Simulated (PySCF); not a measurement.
SMILES [I][Be][I] (BeI2) at its B3LYP/def2-SVP optimised geometry (Å):

```
3

Be     0.0000    -0.0012     0.0000
I      2.1769    -0.0012     0.0000
I     -2.1769     0.0012    -0.0007
```

Level of theory: PySCF 2.14.0 with B3LYP/def2-TZVP, def2 effective core potentials past Kr. The core electrons that the potentials of I replace are not part of the density.

Map of the Laplacian of the electron density (e/bohr⁵) on the plane z = 1.5 Å:

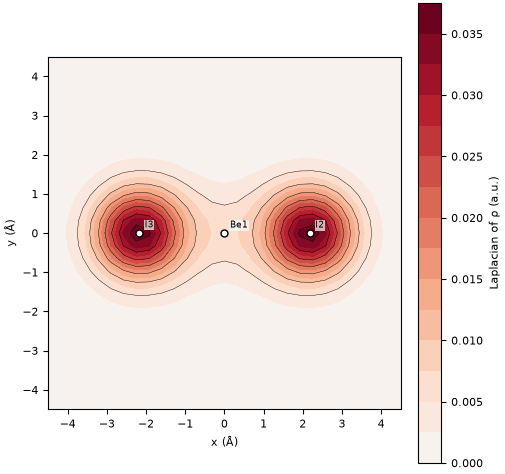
Figure. Laplacian of the electron density (e/bohr⁵) on the plane z = 1.5 Å.
